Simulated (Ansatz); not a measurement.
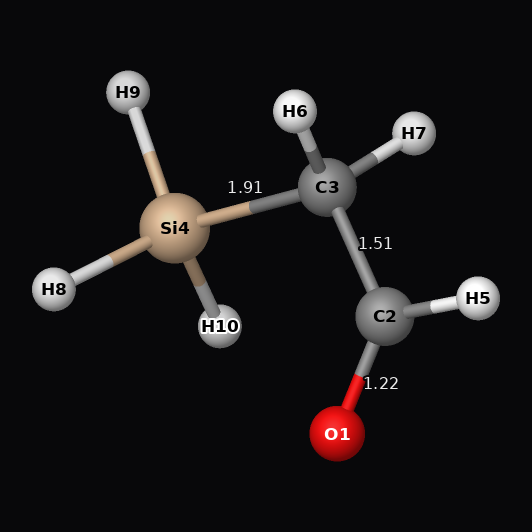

Bond lengths are marked in Å; every bond is drawn as one stick. The computed structure is the end point of a PBE-D4/def2-SVP optimisation. No frequency run is at hand to confirm it as a minimum.

Assign a bond order to each marked bond.

O1–C2 double; C2–C3 single; C3–Si4 single.

Give the structure as SMILES.

O=CC[SiH3]
